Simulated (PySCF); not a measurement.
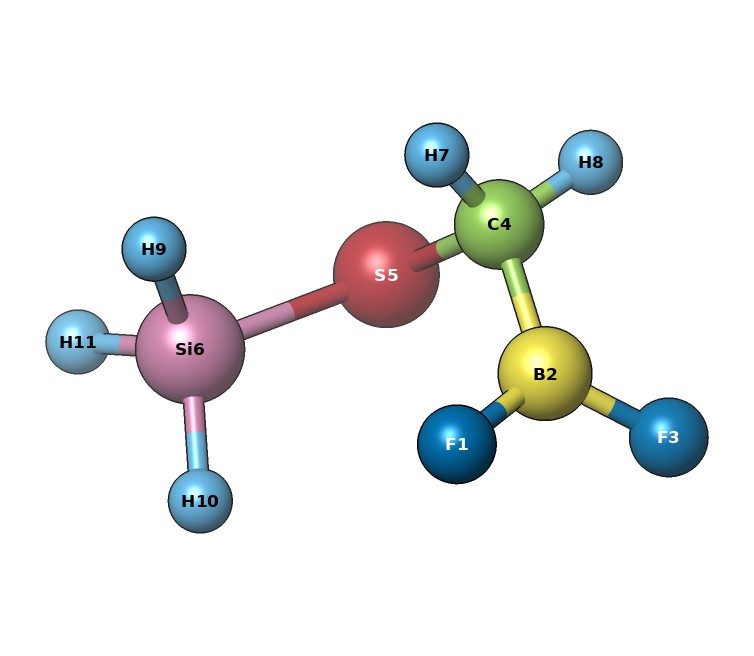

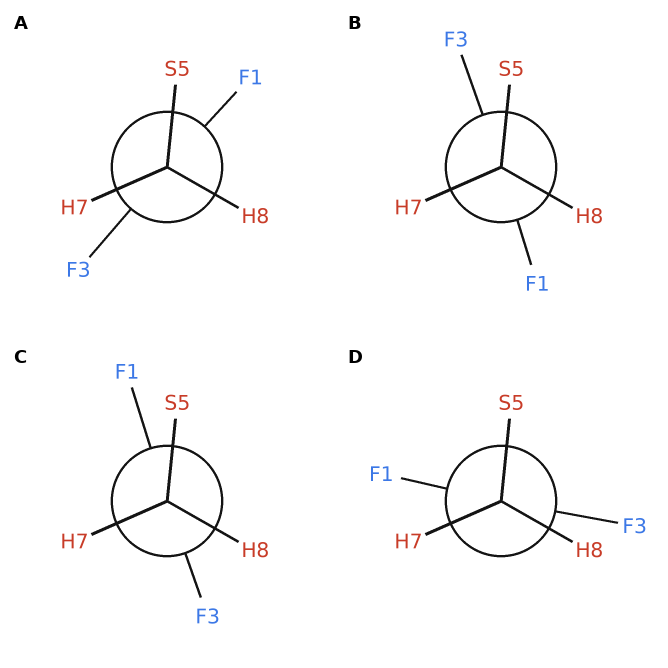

Atoms fade into the background with distance from the viewer. Bonds that would overlap in a projection are set slightly apart. The geometry was computed by an optimisation with PBE0-D3(BJ)/def2-SVP. No frequency run is at hand to confirm it as a minimum.

> Which Newman projection shows the view along C4–B2, with C4 in front?

D. The torsion angle S5–C4–B2–F1 is −83°, about perpendicular.
